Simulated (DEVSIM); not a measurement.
Structure: abrupt GaAs n-p junction, at 300 K.

| layer (left to right) | material | thickness (μm) | Nd (cm⁻³) | Na (cm⁻³) | τn (s) | τp (s) |
|---|---|---|---|---|---|---|
| 1 | GaAs | 7.80 | 3.7e16 | - | 4.4e-8 | 4.4e-8 |
| 2 | GaAs | 5.10 | - | 1.5e14 | 4.4e-8 | 4.4e-8 |

Left contact: ohmic. Right contact: ohmic. Voltage is applied to the left contact. Recombination: SRH at mid-gap, radiative, Auger. Mobility is constant in doping.

Constants are typed, rounded textbook-type inputs, not results; the design itself was drawn at random and stands for no fabricated device. Values at 300 K.

```tsv
parameter	GaAs
gap (eV)	1.424
affinity (eV)	4.07
permittivity	12.9
Nc (cm⁻³)	4.7e17
Nv (cm⁻³)	9e18
μn (cm²/Vs)	8500
μp (cm²/Vs)	400
B (cm³/s)	2e-10
Cn (cm⁶/s)	1e-30
Cp (cm⁶/s)	1e-30
```

Simulated with DEVSIM: 1D drift-diffusion, Boltzmann statistics, complete ionisation; no tunnelling, impact ionisation, image-force lowering or self-heating.

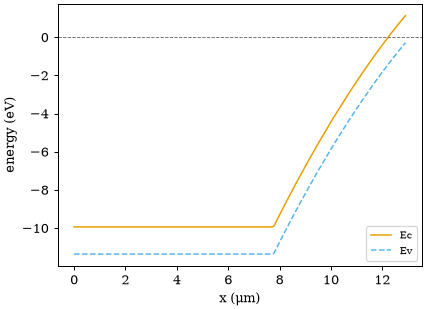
Figure: Band edges at 10.0 V on the left contact

Energies count from the Fermi level of the right contact; mesh points crowd at the junctions.

```json
[
 {"x (μm)": "0.000", "Ec (eV)": "-9.934", "Ev (eV)": "-11.358", "n (cm⁻³)": "3.7e16", "p (cm⁻³)": "< 1e2", "field (V/cm)": "≈ 0"},
 {"x (μm)": "0.03247", "Ec (eV)": "-9.934", "Ev (eV)": "-11.358", "n (cm⁻³)": "3.7e16", "p (cm⁻³)": "< 1e2", "field (V/cm)": "≈ 0"},
 {"x (μm)": "0.1086", "Ec (eV)": "-9.934", "Ev (eV)": "-11.358", "n (cm⁻³)": "3.7e16", "p (cm⁻³)": "< 1e2", "field (V/cm)": "≈ 0"},
 {"x (μm)": "0.2869", "Ec (eV)": "-9.934", "Ev (eV)": "-11.358", "n (cm⁻³)": "3.7e16", "p (cm⁻³)": "< 1e2", "field (V/cm)": "≈ 0"},
 {"x (μm)": "0.9445", "Ec (eV)": "-9.934", "Ev (eV)": "-11.358", "n (cm⁻³)": "3.7e16", "p (cm⁻³)": "< 1e2", "field (V/cm)": "≈ 0"},
 {"x (μm)": "2.247", "Ec (eV)": "-9.934", "Ev (eV)": "-11.358", "n (cm⁻³)": "3.7e16", "p (cm⁻³)": "< 1e2", "field (V/cm)": "≈ 0"},
 {"x (μm)": "4.870", "Ec (eV)": "-9.934", "Ev (eV)": "-11.358", "n (cm⁻³)": "3.7e16", "p (cm⁻³)": "< 1e2", "field (V/cm)": "≈ 0"},
 {"x (μm)": "6.875", "Ec (eV)": "-9.934", "Ev (eV)": "-11.358", "n (cm⁻³)": "3.7e16", "p (cm⁻³)": "< 1e2", "field (V/cm)": "≈ 0"},
 {"x (μm)": "7.419", "Ec (eV)": "-9.934", "Ev (eV)": "-11.358", "n (cm⁻³)": "3.7e16", "p (cm⁻³)": "< 1e2", "field (V/cm)": "≈ 0"},
 {"x (μm)": "7.652", "Ec (eV)": "-9.934", "Ev (eV)": "-11.358", "n (cm⁻³)": "3.7e16", "p (cm⁻³)": "< 1e2", "field (V/cm)": "100"},
 {"x (μm)": "7.750", "Ec (eV)": "-9.917", "Ev (eV)": "-11.341", "n (cm⁻³)": "1.9e16", "p (cm⁻³)": "< 1e2", "field (V/cm)": "6900"},
 {"x (μm)": "7.801", "Ec (eV)": "-9.835", "Ev (eV)": "-11.259", "n (cm⁻³)": "8.1e14", "p (cm⁻³)": "< 1e2", "field (V/cm)": "27000"},
 {"x (μm)": "7.835", "Ec (eV)": "-9.745", "Ev (eV)": "-11.169", "n (cm⁻³)": "2.4e13", "p (cm⁻³)": "< 1e2", "field (V/cm)": "27000"},
 {"x (μm)": "7.914", "Ec (eV)": "-9.534", "Ev (eV)": "-10.958", "n (cm⁻³)": "6.9e9", "p (cm⁻³)": "< 1e2", "field (V/cm)": "27000"},
 {"x (μm)": "8.204", "Ec (eV)": "-8.770", "Ev (eV)": "-10.194", "n (cm⁻³)": "< 1e2", "p (cm⁻³)": "< 1e2", "field (V/cm)": "26000"},
 {"x (μm)": "8.775", "Ec (eV)": "-7.315", "Ev (eV)": "-8.739", "n (cm⁻³)": "< 1e2", "p (cm⁻³)": "210", "field (V/cm)": "25000"},
 {"x (μm)": "10.11", "Ec (eV)": "-4.183", "Ev (eV)": "-5.606", "n (cm⁻³)": "< 1e2", "p (cm⁻³)": "630", "field (V/cm)": "22000"},
 {"x (μm)": "11.68", "Ec (eV)": "-0.987", "Ev (eV)": "-2.411", "n (cm⁻³)": "< 1e2", "p (cm⁻³)": "1300", "field (V/cm)": "19000"},
 {"x (μm)": "12.52", "Ec (eV)": "0.516", "Ev (eV)": "-0.908", "n (cm⁻³)": "< 1e2", "p (cm⁻³)": "6700", "field (V/cm)": "17000"},
 {"x (μm)": "12.75", "Ec (eV)": "0.899", "Ev (eV)": "-0.525", "n (cm⁻³)": "< 1e2", "p (cm⁻³)": "1.4e10", "field (V/cm)": "16000"},
 {"x (μm)": "12.85", "Ec (eV)": "1.060", "Ev (eV)": "-0.364", "n (cm⁻³)": "< 1e2", "p (cm⁻³)": "6.9e12", "field (V/cm)": "16000"},
 {"x (μm)": "12.90", "Ec (eV)": "1.140", "Ev (eV)": "-0.284", "n (cm⁻³)": "< 1e2", "p (cm⁻³)": "1.5e14", "field (V/cm)": "16000"}
]
```
